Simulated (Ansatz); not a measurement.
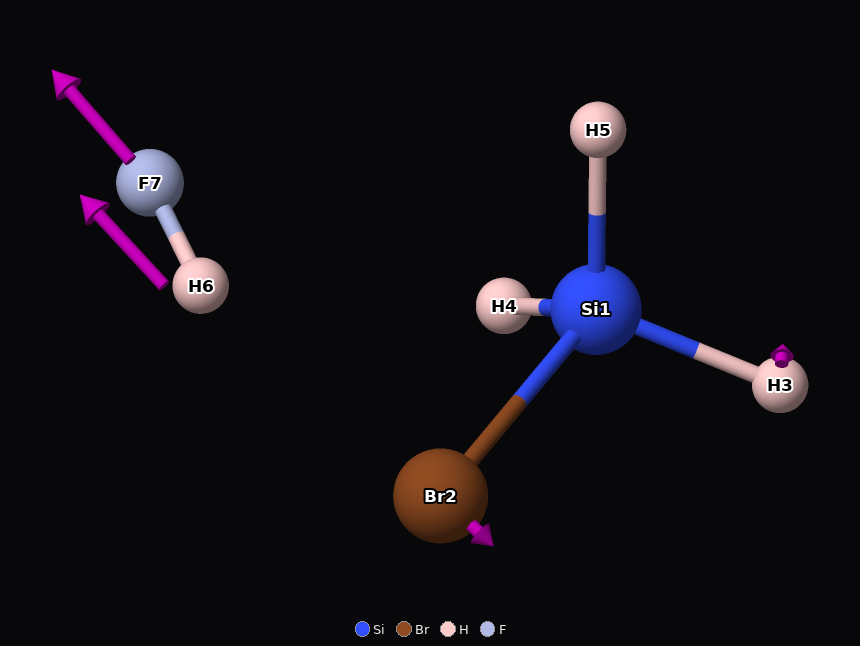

The arrows show one normal mode. Harmonic vibrations computed with RKS PBE0-D4/def2-TZVP (Ansatz 0.2.0) at a stationary point of the same level.

Question: Estimate its harmonic wavenumber.

Answer: 120 cm⁻¹; it is mode 3 of 15 counted from the lowest.
